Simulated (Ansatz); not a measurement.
System: HfZr2Si3.

Input

```
crystal:
  lattice:
    - [8.9465995204, 0.0, 0.0]
    - [-4.4732997602, 7.7479824622, 0.0]
    - [0.0, 0.0, 2.7444820919]
  atoms:
    - { symbol: Zr, position: [0.3333333333, 0.6666666667, 0.5] }
    - { symbol: Zr, position: [0.6666666667, 0.3333333333, 0.5] }
    - { symbol: Hf, position: [0.0, 0.0, 0.5] }
    - { symbol: Si, position: [0.5, 0.0, 0.5] }
    - { symbol: Si, position: [0.0, 0.5, 0.5] }
    - { symbol: Si, position: [0.5, 0.5, 0.5] }
basis:
  ecutwfc: 420
kpoints:
  mp_grid: { grid: [6, 6, 14] }
hamiltonian:
  xc: pbe
scf:
  occupations: { method: gaussian, width: 0.1 }
output:
  forces: true
  stress: true
  eigenvalues: true
  write_density: true
  write_potential: true
  elf: true
  volumetric_format: npy
relax:
  adjacent_minimum: "off"
  f_tol: 0.01
  max_steps: 80
  cell: { stress_tol: 0.05 }
```

Launched as:

```sh
ansatz run input.yaml --threads 1 --pin off --max-ram 2560MiB --backend cpu --events-out ev --progress --plain --runs-dir out
```

Below, planes, directions and counts refer to the conventional cell (a = 8.97 Å, b = 8.97 Å, c = 2.70 Å, α = 90.00°, β = 90.00°, γ = 120.00°).

The fields are those of the run's last geometry, not of the input's.

Space group P6/mmm; a structure generated by program, which may or may not match a known phase.

Computed with DFT PBE, scalar-relativistic, plane waves, PAW in Ansatz.

> What can the converged valence pseudo-density and electron localisation function tell about the bonding?

Zr–Si (2.59 Å): the density is about 0.42 e/Å³ at the midpoint; the ELF peaks at about 0.90 in the valence shell of Si, 0.9 Å from its nucleus, and is about 0.50 at the midpoint.
Zr–Zr (2.70 Å): the density is about 0.4 e/Å³ at the midpoint; the ELF is about 0.35 at the midpoint.
Hf–Hf (2.70 Å): the density is about 0.39 e/Å³ at the midpoint; the ELF is about 0.25 at the midpoint (no localised pair shows between them).

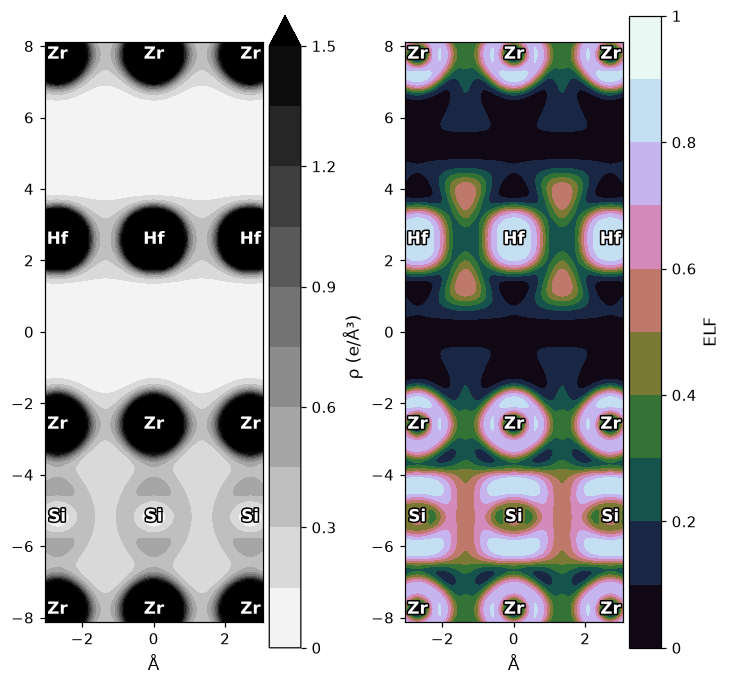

Computed valence pseudo-density and electron localisation function on the (110) plane of the conventional cell, in this order. 

Core electrons are frozen (PAW), and the valence fields are smoothed inside the atomic spheres.
